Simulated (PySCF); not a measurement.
## A study: BH4N, SMILES `BN`

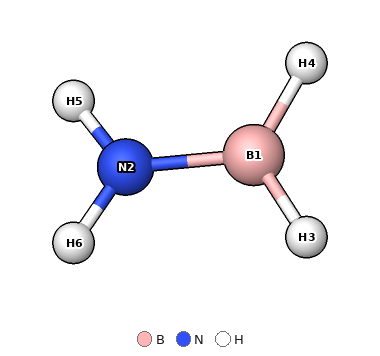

The molecule, with its atoms numbered as below. No frequency check shows the geometry to be a minimum.

Geometry (Å), atoms numbered from 1:

```
B1      -0.7740    0.0000    0.0000
N2       0.6035    0.0000    0.0000
H3      -1.3408    1.0253    0.0000
H4      -1.3408   -1.0253    0.0000
H5       1.1635   -0.8364    0.0000
H6       1.1635    0.8365    0.0000
```

### 1. Bonding charge

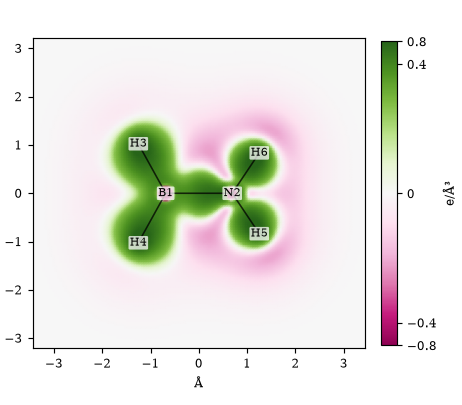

Deformation density (molecule less spherical, spin-averaged free atoms) in the molecular plane; colour scale in e/Å³, logarithmic beyond ±0.1; green: gain, pink: loss.

PySCF calculation, M06-2X/6-311G**, gas phase; geometry: GFN2-xTB.

**Describe the bonding that the map shows.**

N2–H5 and N2–H6: +0.85 e/Å³ at the bond critical point (bond length 1.01 Å, Mayer order 0.9). B1–H3 and B1–H4: +0.46 e/Å³ at the bond critical point (bond length 1.17 Å, Mayer order 1.0). B1–N2: +0.36 e/Å³ at the bond critical point (bond length 1.38 Å, Mayer order 1.4). In all, 1.4 electrons gather in the regions of gain relative to the promolecule.

**Where do the Hirshfeld charges lie?**

The highest Hirshfeld charge is on H5 and H6 (+0.14 e), the lowest on N2 (−0.24 e).

| atom | charge (e) |
| --- | --- |
| B1 | +0.10 |
| N2 | −0.24 |
| H3 | −0.07 |
| H4 | −0.07 |
| H5 | +0.14 |
| H6 | +0.14 |

### 2. Bond critical points

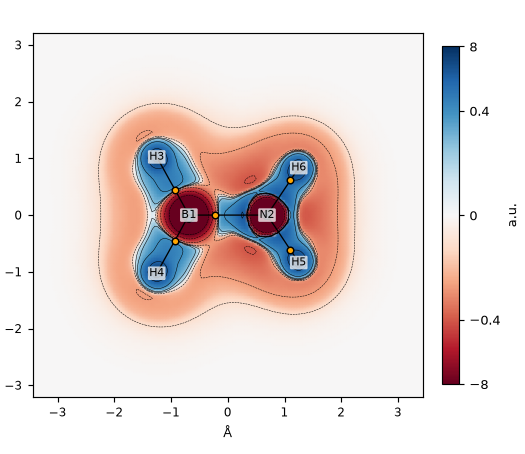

Negative Laplacian of the density (−∇²ρ) in the molecular plane (blue positive, red negative, colour scale in a.u., logarithmic beyond ±0.04), with bond paths and bond critical points (dots).

**Sort the bonds in the plane by the sign of ∇²ρ at their critical points.**

Concentrated (∇²ρ < 0): N2–H5 and N2–H6 (−1.60 a.u.); B1–H3 and B1–H4 (−0.23 a.u.). Depleted (∇²ρ > 0): B1–N2 (+0.71 a.u., H = −0.187). A positive Laplacian with clearly negative H marks a strongly polar covalent bond, whose critical point lies close to the core of the less electronegative atom.

**Where along N2–H5 does the critical point lie?**

0.74 Å from N2 and 0.27 Å from H5.

### 3. Local ionisation energy

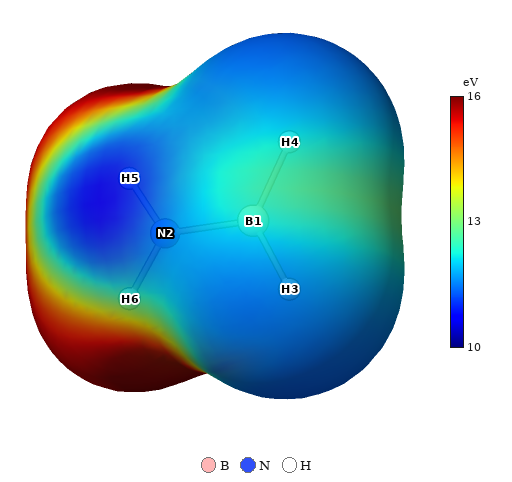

Average local ionisation energy on the surface of electron density 0.001 a.u.

**Locate the minima of the map.**

The lowest value is 10.8 eV, off the molecular plane, over N2 (2.0 Å), and at like points elsewhere. Further minima include 11.3 eV, 1.5 Å from H3, and at like points elsewhere. For comparison, the highest occupied orbital lies at −10.0 eV.

**What volume does the surface enclose, and what is the dipole moment?**

About 60 Å³; the dipole moment is 2.0 D.

### 4. Removing or adding an electron

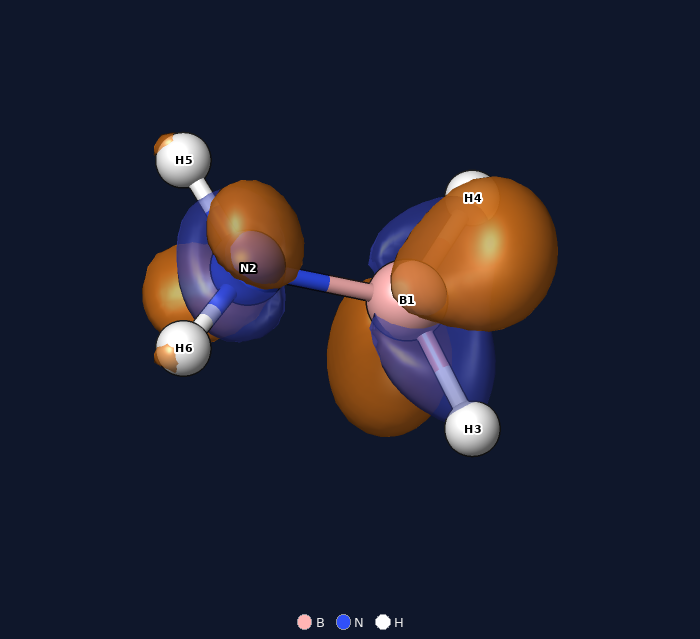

Fukui function f⁺ = ρ(N+1) − ρ(N) at fixed geometry, surfaces at ±0.04 e/Å³ (orange positive, blue negative).

PySCF calculation, PBE/def2-TZVP, gas phase; geometry: GFN2-xTB.

**On which atoms does the density change most on addition of an electron?**

f⁺ (Hirshfeld-condensed) is largest on B1 (0.48); the vertical electron affinity is −2.08 eV (the stability of the anion's solution wasn't checked; negative, but this basis has no diffuse functions, so it doesn't show that the anion is unbound). Condensed values hint at sites of nucleophilic attack but needn't mark the atom that reacts. Orbital relaxation makes it negative in places (0.12 e in all).

```json
{"atom": "B1", "f⁺": "+0.48", "charge": "+0.08"}
{"atom": "N2", "f⁺": "+0.12", "charge": "−0.20"}
{"atom": "H3", "f⁺": "+0.13", "charge": "−0.07"}
{"atom": "H4", "f⁺": "+0.13", "charge": "−0.07"}
{"atom": "H5", "f⁺": "+0.07", "charge": "+0.13"}
{"atom": "H6", "f⁺": "+0.07", "charge": "+0.13"}
```

### 5. Localised orbitals

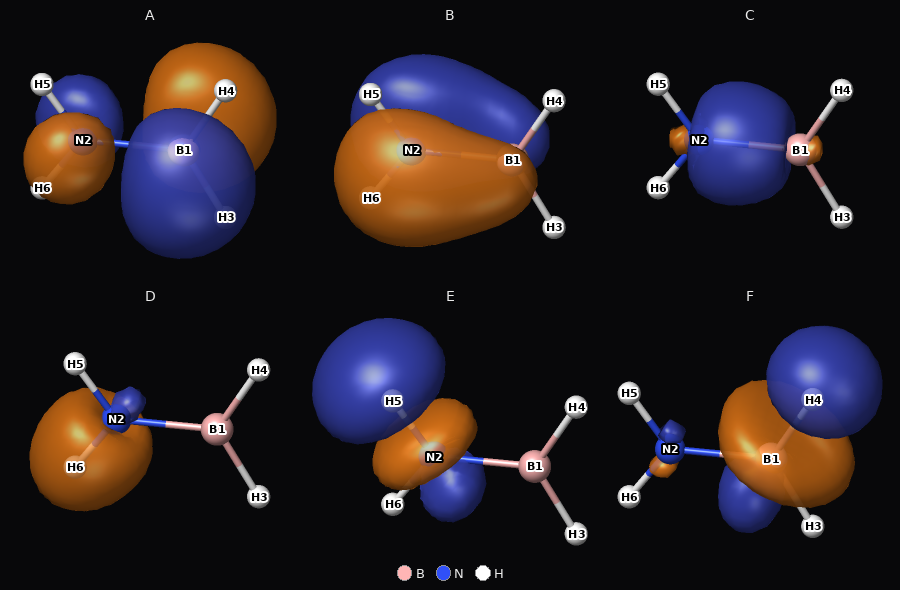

Intrinsic bond orbitals (IBO), occupied and valence-virtual; each surface holds about 80 % of the orbital's density. Energies are diagonal elements of the Fock matrix.

Method: B3LYP/def2-TZVP; geometry: GFN2-xTB; program: PySCF.

**Name the orbitals, with their atomic make-up and energies.**

By panel:
- A: π* orbital B1–N2, mostly on B1 (B1 80 %, N2 20 %; 0.9 eV)
- B: lone pair on N2, partly donated to B1 (N2 80 %, B1 20 %; −8.4 eV)
- C: σ bond N2–B1 (N2 68 %, B1 31 %; −16.8 eV)
- D: σ bond N2–H6 (N2 64 %, H6 36 %; −17.0 eV)
- E: σ* orbital H5–N2, mostly on H5 (H5 64 %, N2 36 %; 7.9 eV)
- F: σ* orbital B1–H4 (B1 50 %, H4 49 %; 11.7 eV)

**How do all the valence pairs divide up?**

6 pairs: 5 σ bonds and 1 strongly polarised pair.

The PySCF runs shown took 5 s, 87 s and 3.5 s on 1 thread of Arm Neoverse V2 (shared host).
